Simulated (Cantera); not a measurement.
Feed: 1 mol Fe, 2.6 mol H₂O, 1.5 mol H₂, 0.53 mol CO, at 1 atm.

Cantera equilibrium calculation (NASA polynomials, part measured and part estimated; ideal gas, pure solids and liquids). Candidate condensed phases: C, C₆H₆, C₇H₈, C₈H₁₈, Fe, Fe(CO)₅, FeO, Fe(OH)₂, Fe(OH)₃, Fe₂O₃, Fe₃O₄, H₂O; 114 gas species. The tables' stoichiometric FeO is somewhat more stable than real wüstite, so its field is too wide. FeO: taken at fixed stoichiometry. Rates play no part.

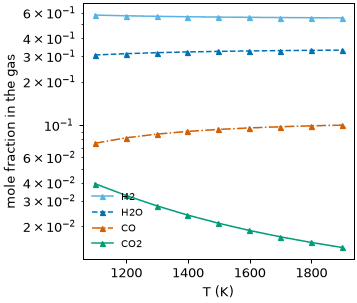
Figure: Equilibrium gas composition (values under 1e-9 drawn at 1e-9)

From 1098 K to 1598 K the condensed part is FeO(s). From 1698 K to 1898 K the condensed part is FeO(l). The main Fe-bearing gas is Fe(OH)₂ at 1098 K and Fe at 1898 K.
